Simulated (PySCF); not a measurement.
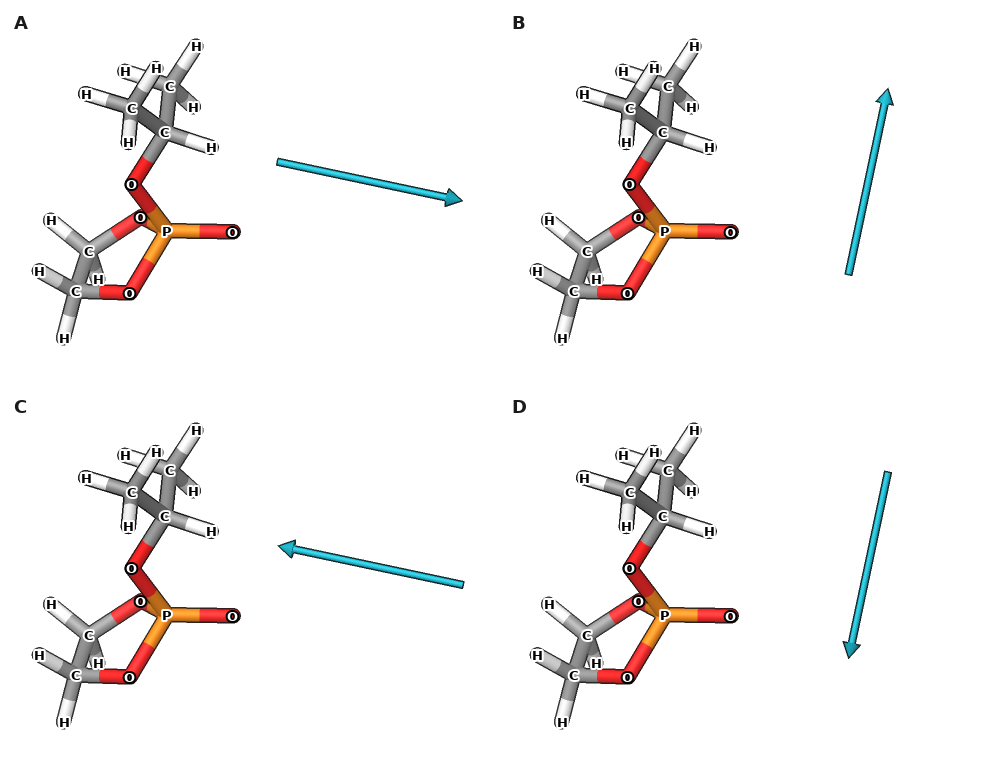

The same molecule four times, each with an arrow. Computed geometry: GFN2-xTB optimisation. No frequency run is at hand to confirm it as a minimum. Method: PBE0/pcSseg-1, gas phase (PySCF 2.14.0).

Question: Which arrow points along the dipole moment, from the negative to the positive end?

Answer: C. The dipole moment is 4.30 D.

The geometry is semi-empirical. Around P such bond lengths and angles can be off by a tenth of an ångström or more and by several degrees, and values that hang on the shape move with them.
